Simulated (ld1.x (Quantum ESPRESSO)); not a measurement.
**Pseudopotential generation for Ta (part 2 of 2)**

The same run, continued: tantalum (Ta, Z = 73), core [Xe] 4f14, reference valence 5d3 6s1 6p0 (an ion of charge +1), valence charge 5. Method: TM potential, LDA (PZ), fully relativistic, made with ld1.x (Quantum ESPRESSO) 7.5.

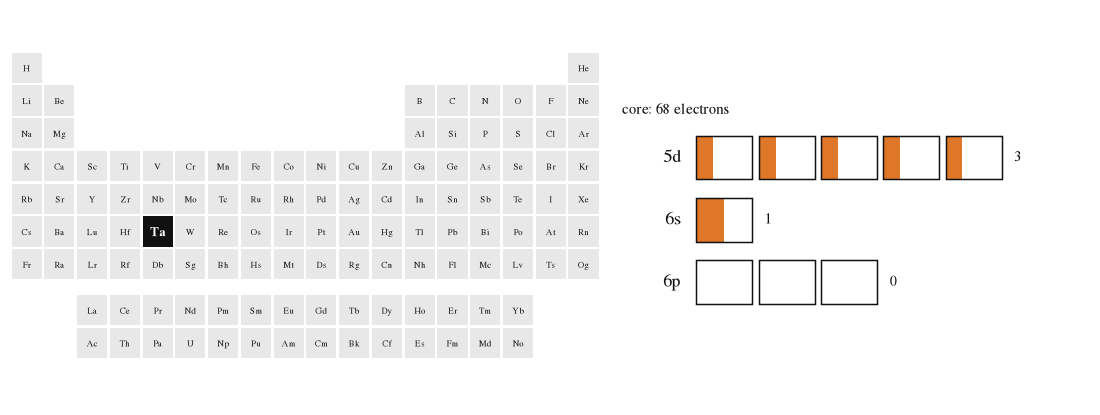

Left, the place of tantalum in the periodic table; right, the valence shells of the reference configuration: a box for each of the 2l + 1 orbitals, shaded by the share of the shell that is filled, with the electron count at the right.

## Output of the test run (extracts), continued
```
     ---------------------- Testing the pseudopotential ----------------------

     Ta
     dirac relativistic calculation

     atomic number is 73.00   valence charge is  5.00
     dft =PZ   lsd =0 sic =0 latt =0  beta=0.20 tr2=1.0E-14
     mesh =1273 r(mesh) = 100.43799 xmin = -7.00 dx = 0.01250

     n l  j  nl             e AE (Ry)       e PS (Ry)    De AE-PS (Ry)
     3 2 1.5 5D   1( 1.20)       -1.40015       -1.40506        0.00491
     3 2 2.5 5D   1( 1.80)       -1.34834       -1.35316        0.00482
     1 0 0.5 6S   1( 0.00)       -1.37925       -1.38296        0.00372
     2 1 0.5 6P   1( 0.00)       -0.98845       -0.93755       -0.05090  !
     2 1 1.5 6P   1( 0.00)       -0.91171       -0.93755        0.02584  !

     eps = 1.0E-17  iter =  7

     Etot =  -31231.543514 Ry,  -15615.771757 Ha, -424926.796812 eV
     Etotps =   -14.185785 Ry,      -7.092892 Ha,    -193.007431 eV
     dEtot_ae =       1.125116 Ry
     dEtot_ps =       1.126494 Ry,   Delta E=      -0.001379 Ry

     Ekin =       9.346222 Ry,       4.673111 Ha,     127.161829 eV
     Encl =      -9.131700 Ry,      -4.565850 Ha,    -124.243112 eV
     Ehrt =       4.084356 Ry,       2.042178 Ha,      55.570492 eV
     Ecxc =      -8.974702 Ry,      -4.487351 Ha,    -122.107036 eV
     (Ecc =      -6.170814 Ry,      -3.085407 Ha,     -83.958198 eV)
     Epseu=      -9.509960 Ry,      -4.754980 Ha,    -129.389604 eV

     ---------------------- End of pseudopotential test ----------------------

     ---------------------- Testing the pseudopotential ----------------------

     Ta
     dirac relativistic calculation

     atomic number is 73.00   valence charge is  5.00
     dft =PZ   lsd =0 sic =0 latt =0  beta=0.20 tr2=1.0E-14
     mesh =1273 r(mesh) = 100.43799 xmin = -7.00 dx = 0.01250

     n l  j  nl             e AE (Ry)       e PS (Ry)    De AE-PS (Ry)
     3 2 1.5 5D   1( 0.80)       -2.19976       -2.23338        0.03361  !
     3 2 2.5 5D   1( 1.20)       -2.13894       -2.17087        0.03193  !
     1 0 0.5 6S   1( 0.00)       -2.01661       -2.03718        0.02057  !
     2 1 0.5 6P   1( 0.00)       -1.55647       -1.49448       -0.06199  !
     2 1 1.5 6P   1( 0.00)       -1.45229       -1.49448        0.04219  !

     eps = 5.3E-18  iter =  7

     Etot =  -31229.785561 Ry,  -15614.892781 Ha, -424902.878646 eV
     Etotps =   -12.409775 Ry,      -6.204888 Ha,    -168.843597 eV
     dEtot_ae =       2.883068 Ry
     dEtot_ps =       2.902504 Ry,   Delta E=      -0.019435 Ry

     Ekin =       6.911295 Ry,       3.455647 Ha,      94.032958 eV
     Encl =      -6.070399 Ry,      -3.035199 Ha,     -82.591981 eV
     Ehrt =       1.942268 Ry,       0.971134 Ha,      26.425901 eV
     Ecxc =      -8.131081 Ry,      -4.065540 Ha,    -110.628989 eV
     (Ecc =      -6.170814 Ry,      -3.085407 Ha,     -83.958198 eV)
     Epseu=      -7.061859 Ry,      -3.530929 Ha,     -96.081486 eV

     ---------------------- End of pseudopotential test ----------------------

     ---------------------- Testing the pseudopotential ----------------------

     Ta
     dirac relativistic calculation

     atomic number is 73.00   valence charge is  5.00
     dft =PZ   lsd =0 sic =0 latt =0  beta=0.20 tr2=1.0E-14
     mesh =1273 r(mesh) = 100.43799 xmin = -7.00 dx = 0.01250

     n l  j  nl             e AE (Ry)       e PS (Ry)    De AE-PS (Ry)
     3 2 1.5 5D   1( 1.60)       -0.71404       -0.70372       -0.01032  !
     3 2 2.5 5D   1( 2.40)       -0.67082       -0.66161       -0.00921  !
     1 0 0.5 6S   1( 0.00)       -0.81683       -0.81744        0.00061
     2 1 0.5 6P   1( 0.00)       -0.49788       -0.46586       -0.03203  !
     2 1 1.5 6P   1( 0.00)       -0.44749       -0.46586        0.01836  !

     eps = 8.6E-16  iter =  7

     Etot =  -31232.561261 Ry,  -15616.280630 Ha, -424940.643960 eV
     Etotps =   -15.199636 Ry,      -7.599818 Ha,    -206.801588 eV
     dEtot_ae =       0.107369 Ry
     dEtot_ps =       0.112643 Ry,   Delta E=      -0.005274 Ry

     Ekin =      10.930162 Ry,       5.465081 Ha,     148.712431 eV
     Encl =     -12.087047 Ry,      -6.043523 Ha,    -164.452650 eV
     Ehrt =       6.613860 Ry,       3.306930 Ha,      89.986144 eV
     Ecxc =      -9.648643 Ry,      -4.824321 Ha,    -131.276475 eV
     (Ecc =      -6.170814 Ry,      -3.085407 Ha,     -83.958198 eV)
     Epseu=     -11.007968 Ry,      -5.503984 Ha,    -149.771038 eV

     ---------------------- End of pseudopotential test ----------------------

     ---------------------- Testing the pseudopotential ----------------------

     Ta
     dirac relativistic calculation

     atomic number is 73.00   valence charge is  5.00
     dft =PZ   lsd =0 sic =0 latt =0  beta=0.20 tr2=1.0E-14
     mesh =1273 r(mesh) = 100.43799 xmin = -7.00 dx = 0.01250

     n l  j  nl             e AE (Ry)       e PS (Ry)    De AE-PS (Ry)
     3 2 1.5 5D   1( 1.20)       -0.55251       -0.55203       -0.00048
     3 2 2.5 5D   1( 1.80)       -0.50720       -0.50671       -0.00049
     1 0 0.5 6S   1( 1.50)       -0.63743       -0.63695       -0.00047
     2 1 0.5 6P   1( 0.00)       -0.32889       -0.29693       -0.03196  !
     2 1 1.5 6P   1( 0.00)       -0.28379       -0.29693        0.01314  !

     eps = 8.7E-17  iter =  7

     Etot =  -31233.046330 Ry,  -15616.523165 Ha, -424947.243658 eV
     Etotps =   -15.689845 Ry,      -7.844923 Ha,    -213.471221 eV
     dEtot_ae =      -0.377700 Ry
     dEtot_ps =      -0.377566 Ry,   Delta E=      -0.000134 Ry

     Ekin =       8.881180 Ry,       4.440590 Ha,     120.834611 eV
     Encl =     -13.513612 Ry,      -6.756806 Ha,    -183.862053 eV
     Ehrt =       7.345138 Ry,       3.672569 Ha,      99.935697 eV
     Ecxc =      -9.585532 Ry,      -4.792766 Ha,    -130.417811 eV
     (Ecc =      -6.170814 Ry,      -3.085407 Ha,     -83.958198 eV)
     Epseu=      -8.817020 Ry,      -4.408510 Ha,    -119.961664 eV

     ---------------------- End of pseudopotential test ----------------------

     ---------------------- Testing the pseudopotential ----------------------

     Ta
     dirac relativistic calculation

     atomic number is 73.00   valence charge is  5.00
     dft =PZ   lsd =0 sic =0 latt =0  beta=0.20 tr2=1.0E-14
     mesh =1273 r(mesh) = 100.43799 xmin = -7.00 dx = 0.01250

     n l  j  nl             e AE (Ry)       e PS (Ry)    De AE-PS (Ry)
     3 2 1.5 5D   1( 1.20)       -0.90813       -0.91340        0.00527  !
     3 2 2.5 5D   1( 1.80)       -0.85914       -0.86409        0.00495
     1 0 0.5 6S   1( 0.00)       -0.93976       -0.94124        0.00148
     2 1 0.5 6P   1( 0.33)       -0.59526       -0.55482       -0.04043  !
     2 1 1.5 6P   1( 0.67)       -0.53746       -0.55482        0.01736  !

     eps = 6.2E-15  iter =  9

     Etot =  -31232.291021 Ry,  -15616.145511 Ha, -424936.967160 eV
     Etotps =   -14.932072 Ry,      -7.466036 Ha,    -203.161188 eV
     dEtot_ae =       0.377609 Ry
     dEtot_ps =       0.380207 Ry,   Delta E=      -0.002598 Ry

     Ekin =       9.347642 Ry,       4.673821 Ha,     127.181155 eV
     Encl =     -11.731111 Ry,      -5.865556 Ha,    -159.609898 eV
     Ehrt =       5.832964 Ry,       2.916482 Ha,      79.361519 eV
     Ecxc =      -9.261627 Ry,      -4.630813 Ha,    -126.010849 eV
     (Ecc =      -6.170814 Ry,      -3.085407 Ha,     -83.958198 eV)
     Epseu=      -9.119941 Ry,      -4.559970 Ha,    -124.083116 eV

     ---------------------- End of pseudopotential test ----------------------

     ---------------------- Testing the pseudopotential ----------------------

     Ta
     dirac relativistic calculation

     atomic number is 73.00   valence charge is  5.00
     dft =PZ   lsd =0 sic =0 latt =0  beta=0.20 tr2=1.0E-14
     mesh =1273 r(mesh) = 100.43799 xmin = -7.00 dx = 0.01250

     n l  j  nl             e AE (Ry)       e PS (Ry)    De AE-PS (Ry)
     3 2 1.5 5D   1( 1.20)       -0.48779       -0.49484        0.00705  !
     3 2 2.5 5D   1( 1.80)       -0.44046       -0.44699        0.00653  !
     1 0 0.5 6S   1( 0.00)       -0.54641       -0.54781        0.00140
     2 1 0.5 6P   1( 0.67)       -0.23656       -0.20568       -0.03087  !
     2 1 1.5 6P   1( 1.33)       -0.19316       -0.20568        0.01252  !

     eps = 1.8E-15  iter = 20

     Etot =  -31232.668449 Ry,  -15616.334225 Ha, -424942.102332 eV
     Etotps =   -15.307517 Ry,      -7.653759 Ha,    -208.269382 eV
     dEtot_ae =       0.000181 Ry
     dEtot_ps =       0.004762 Ry,   Delta E=      -0.004581 Ry

     Ekin =       9.339572 Ry,       4.669786 Ha,     127.071348 eV
     Encl =     -13.928656 Ry,      -6.964328 Ha,    -189.509016 eV
     Ehrt =       7.689894 Ry,       3.844947 Ha,     104.626337 eV
     Ecxc =      -9.528926 Ry,      -4.764463 Ha,    -129.647639 eV
     (Ecc =      -6.170814 Ry,      -3.085407 Ha,     -83.958198 eV)
     Epseu=      -8.879402 Ry,      -4.439701 Ha,    -120.810413 eV

     ---------------------- End of pseudopotential test ----------------------
```

## Summary

- outcome: generated
- cutoffs needed: 30 Ry and 35 Ry (the cutoffs, on a coarse ladder, from which the occupation-weighted sum of valence levels, in a spherical-Bessel basis at the reference potential, stays within 10 and 1 mRy of its value at 400 Ry); ghost states and empty shells don't enter this sum
- ghost test: no ghost state below the valence levels in the s, d3/2, d5/2, f5/2, f7/2, p1/2, p3/2 channels (spherical-Bessel basis up to 400 Ry, 20 bohr box)
- largest excitation error: -264 meV (all-electron minus pseudo) for 5d2 6s0 6p0, out of 7 test configurations
- range over which the phases arctan(r u′/u) at the test radius agree within 0.05 rad (a looser test near the poles than one of phase shifts): s: up to about 0.3 Ry; p1/2: not judged, since its reference level lies on a steep step; p3/2: not judged, since its reference level lies on a steep step; d3/2: up to about -0.1 Ry; d5/2: up to about -0.1 Ry; f5/2: up to about 2.0 Ry; f7/2: up to about 2.0 Ry
- hardware: 1 CPU thread, shared host
- wall time: 2.2 s

## Notes

The scattering phases part by more than π/2 and stay apart in s from about 3.0 Ry: a level there is either far displaced or one that only the pseudo-atom has. In the reference test the empty 6p level comes out at −0.500 Ry against −0.539 Ry all-electron.
